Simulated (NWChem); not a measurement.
**GaH2ClO: energy and gradient calculation**

The run: energy and gradient calculation of GaH2ClO, SMILES [OH][GaH][Cl]. Method and program: HF/3-21G, RHF (NWChem 7.3.0).

The geometry comes from this level: PBE0-D4/def2-TZVP.

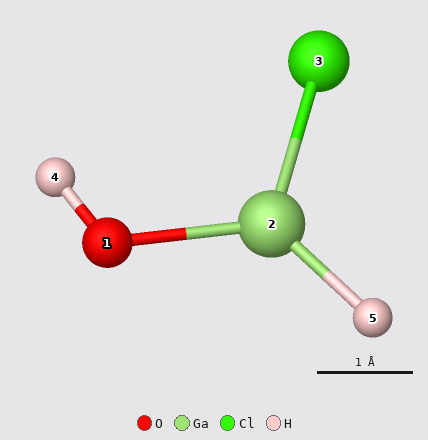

Fig. 1: The structure (ball-and-stick view, seen at a tilt; atoms are numbered from 1 in the order of the input). Sticks mark near contacts. Bond lengths as drawn: Cl–Ga 2.14 Å, Ga–H 1.54 Å, Ga–O 1.77 Å and H–O 0.96 Å.

### Input file
```python
from ase.io import read
from ase.calculators.nwchem import NWChem

molecule = read('clgah2o.xyz')

calc = NWChem(
    label='clgah2o',
    theory='scf',
    memory='2200 mb',
    basis='3-21G',
    basispar='spherical bse',
    scf={'nopen': '0', 'rhf': None, 'thresh': '1e-08', 'maxiter': '80'},
)
molecule.calc = calc

forces = molecule.get_forces()
print("Total energy (eV):", round(molecule.get_potential_energy(), 6))
print("forces (eV/A):")
for s, f in zip(molecule.symbols, forces):
    print(f"{s:2s} {f[0]:10.5f} {f[1]:10.5f} {f[2]:10.5f}")
print("dipole (e A):", molecule.get_dipole_moment().round(4))
```

### File clgah2o.xyz
```
5

O     -1.152400     0.516000    -0.496900
Ga     0.470000     0.208100     0.146200
Cl     0.927500    -1.856600     0.504600
H     -1.672300    -0.281800    -0.622300
H      1.477200     1.340600     0.426900
```

### File clgah2o.nwi
```
title "clgah2o"

permanent_dir clgah2o

scratch_dir clgah2o

start clgah2o

geometry units angstrom nocenter noautosym noautoz
  O  -1.1524000000000001e+00 5.1600000000000001e-01 -4.9690000000000001e-01
  Ga 4.6999999999999997e-01 2.0810000000000001e-01 1.4620000000000000e-01
  Cl 9.2749999999999999e-01 -1.8566000000000000e+00 5.0460000000000005e-01
  H  -1.6722999999999999e+00 -2.8179999999999999e-01 -6.2229999999999996e-01
  H  1.4772000000000001e+00 1.3406000000000000e+00 4.2690000000000000e-01
end

memory 2200 mb

basis spherical bse noprint
   * library 3-21G
end

scf
  nopen 0
  rhf
  thresh 1e-08
  maxiter 80
end

task scf gradient
```

Hardware: 1 thread of Intel Xeon (Sapphire Rapids), 16 GiB of memory available, shared host.

Run as:
```bash
export ASE_NWCHEM_COMMAND="nwchem PREFIX.nwi > PREFIX.nwo"
python run.py
```

### Log
```
Total energy (eV): -66581.993405
forces (eV/A):
O     1.75812   -0.60879    0.72186
Ga   -1.48846    2.04007   -0.74768
Cl    0.34278   -1.48198    0.26277
H    -0.69631    0.02890   -0.26688
H     0.08392    0.02180    0.02988
dipole (e A): [-0.0478  0.2278 -0.0383]
```

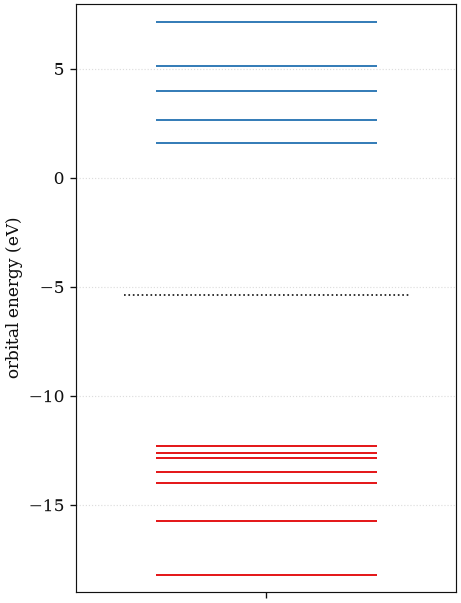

Fig. 2: Orbital energies near the frontier; the dotted line parts filled from empty levels, and levels within 0.02 eV of each other stand side by side. Highest filled −12.32 eV, lowest empty 1.58 eV, 13.90 eV apart.

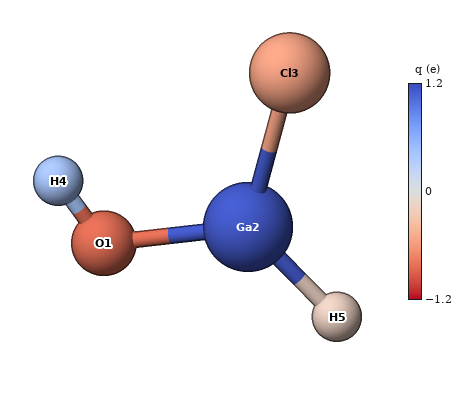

Fig. 3: Mulliken charges, as the colour of each atom (ball-and-stick view, seen at a tilt; atoms are numbered from 1 in the order of the input). By element: O −0.82, Ga +1.11, Cl −0.53 and H −0.16 to +0.40 e.

### Results in brief

```json
{"quantity": "outcome", "value": "converged"}
{"quantity": "total energy", "value": "−2446.843147 hartree"}
{"quantity": "basis functions", "value": "48"}
{"quantity": "largest force", "value": "2.634 eV/Å"}
{"quantity": "HOMO", "value": "−12.32 eV"}
{"quantity": "LUMO", "value": "1.58 eV"}
{"quantity": "dipole moment", "value": "1.13 D"}
{"quantity": "wall time", "value": "5.1 s"}
{"quantity": "peak memory", "value": "0.1 GiB"}
```
